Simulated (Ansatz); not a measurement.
# Two runs on GeH₃O₂F

System: GeH₃O₂F, SMILES [OH][GeH]([OH])[F].
Method of run 1: RKS PBE0-D4/def2-TZVPP (Ansatz 0.2.0).

The geometry comes from this level: PBE0-D4/def2-TZVP. Text and figures count atoms from 1; the logs count them from 0 in places.

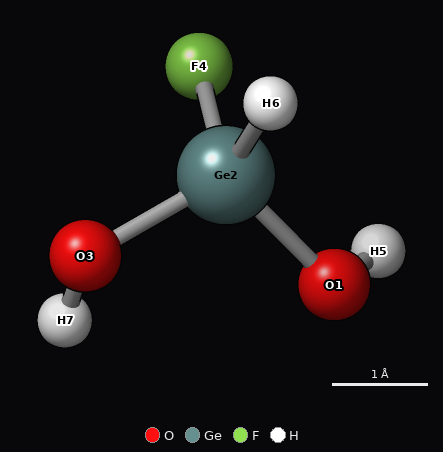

The structure as given in the input (ball-and-stick view, seen at a tilt; atoms are numbered from 1 in the order of the input). Sticks mark near contacts. Bond lengths as drawn: F–Ge 1.74 Å, Ge–H 1.52 Å, Ge–O 1.75 to 1.76 Å and H–O 0.96 Å.

The input, run 1:
```yaml
crystal:
  periodic: [false, false, false]
  atoms:
    - {symbol: O, position_ang: [-0.352859, 1.140346, -0.859305]}
    - {symbol: Ge, position_ang: [-0.107514, -0.026789, 0.432380]}
    - {symbol: O, position_ang: [1.518225, -0.656049, 0.307557]}
    - {symbol: F, position_ang: [-1.260287, -1.284458, 0.113190]}
    - {symbol: H, position_ang: [-1.209247, 1.041805, -1.283922]}
    - {symbol: H, position_ang: [-0.331411, 0.485846, 1.847486]}
    - {symbol: H, position_ang: [1.804393, -0.768701, -0.603087]}
basis:
  gaussian: {orbitals: def2-TZVPP}
hamiltonian: {xc: pbe0, dispersion: d4}
output: {orbitals: {seedname: orbitals}}
```

Hardware: 2 CPU threads, shared host.

Output (run 1):
```
Functional definition: PBE0
  parameter a = 0.25
  parameter kappa = 0.804
  parameter beta = 0.06672455060314922
  exchange = (1 - a)*pbe_x(kappa = kappa, mu = beta*pi^2/3) + a*exact_x
  correlation = pbe_c(beta = beta)
1036 factors; their error is unknown
mean field evaluation 1: about -63360.1059 eV, gradient 8.0e1 eV
mean field evaluation 2: about -63342.8413 eV, gradient 1.3e2 eV
mean field evaluation 4: about -63369.3711 eV, gradient 6.5e0 eV
mean field evaluation 8: about -63369.7159 eV, gradient 2.1e-1 eV
mean field evaluation 16: about -63369.7159 eV, gradient 1.5e-5 eV
mean field -63369.71590255 eV, -2328.7941058824 hartree, gradient 1.5e-5 eV, S^2 0.000000; 0 other end points of the search recorded, 0 dependent functions left out
reference -63369.71592589 eV, -2328.7941067404 hartree; 30, 30 occupied and 153, 153 virtual orbitals, 1036 factors
Total energy: -63369.80794273 eV, -2328.7974882969 hartree
```

The input of run 2 differs as follows (lines with − go, lines with + come):
```diff
-  gaussian: {orbitals: def2-TZVPP}
+  gaussian: {orbitals: def2-SVP}
```

Predict how the results change.

The total energy of run 2 is 368.4 kcal/mol higher, which measures the change of basis and not a stability. The HOMO goes from −9.41 to −9.18 eV. The LUMO goes from 0.09 to 0.48 eV. The basis functions go from 183 to 89.

Output (run 2):
```
Functional definition: PBE0
  parameter a = 0.25
  parameter kappa = 0.804
  parameter beta = 0.06672455060314922
  exchange = (1 - a)*pbe_x(kappa = kappa, mu = beta*pi^2/3) + a*exact_x
  correlation = pbe_c(beta = beta)
852 factors; integrals over basis functions are off by at most 1.3e-3 eV
mean field evaluation 1: about -63345.6029 eV, gradient 7.0e1 eV
mean field evaluation 2: about -63333.2242 eV, gradient 1.1e2 eV
mean field evaluation 4: about -63353.6098 eV, gradient 4.5e0 eV
mean field evaluation 8: about -63353.7412 eV, gradient 2.3e-1 eV
mean field evaluation 16: about -63353.7413 eV, gradient 2.0e-5 eV
mean field -63353.74125832 eV, -2328.2070485351 hartree, gradient 2.0e-5 eV, S^2 0.000000; 0 other end points of the search recorded, 0 dependent functions left out
reference -63353.74127991 eV, -2328.2070493284 hartree; 30, 30 occupied and 59, 59 virtual orbitals, 852 factors
Total energy: -63353.83329675 eV, -2328.2104308850 hartree
```

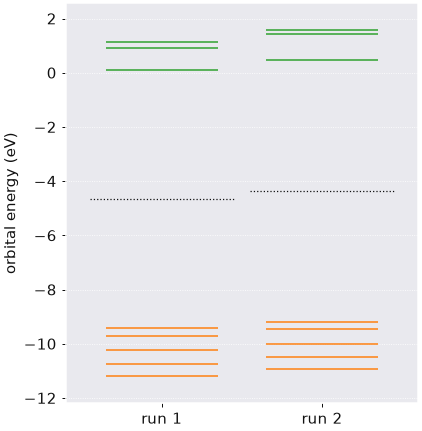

The five highest filled and three lowest empty orbital energies of the two runs; the dotted lines part filled from empty levels. The HOMO–LUMO gap is 9.50 eV in run 1 and 9.66 eV in run 2.

The two runs side by side:

| quantity | run 1 | run 2 |
| --- | --- | --- |
| outcome | converged | converged |
| total energy (hartree) | −2328.797488 | −2328.210431 |
| HOMO (eV) | −9.41 | −9.18 |
| LUMO (eV) | 0.09 | 0.48 |
| basis functions | 183 | 89 |
| wall time (shared host) | 2.1 s | 1.4 s |
